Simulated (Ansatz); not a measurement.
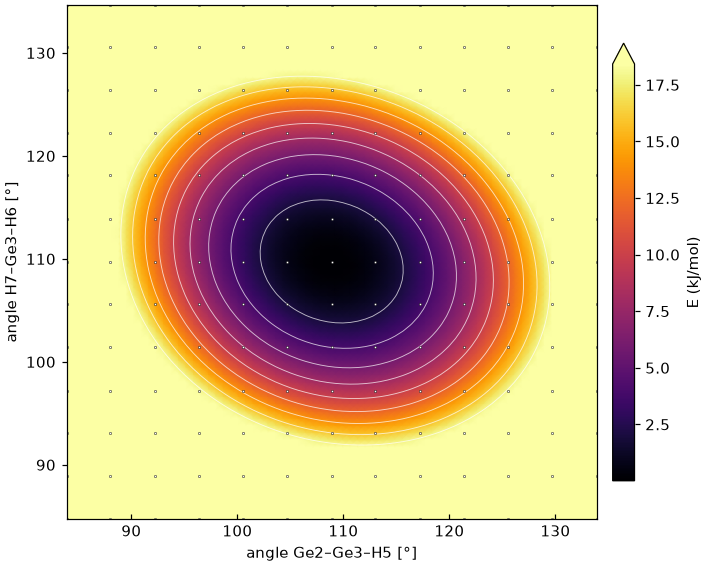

FGe₂H₄, SMILES [F][GeH][GeH3], spin multiplicity 2. First axis: angle Ge2–Ge3–H5. Second axis: angle H7–Ge3–H6. Nothing is relaxed (all other coordinates rigid). The scan uses a 13 × 13 grid. Energies are in kJ/mol, from the lowest grid point. All numbers below come from Ansatz 0.2.0, UKS PBE0-D4/def2-SVP.

In the figure: a smooth colour map with a few white contour lines, dots at the grid points, one colour for all values above the top of the scale. Between grid points the surface is interpolated.

> Where is the minimum, and how stiff is the well along each coordinate?

The interpolated minimum is at angle Ge2–Ge3–H5 ≈ 108.9°, angle H7–Ge3–H6 ≈ 109.7°. The curvatures there are about 3 eV/rad² and 3.9 eV/rad², with a cross term of about 0.47 eV/rad². Round the minimum the two coordinates are weakly coupled (coupling 0.14 in units of the two stiffnesses). (1 eV is 96.5 kJ/mol.)
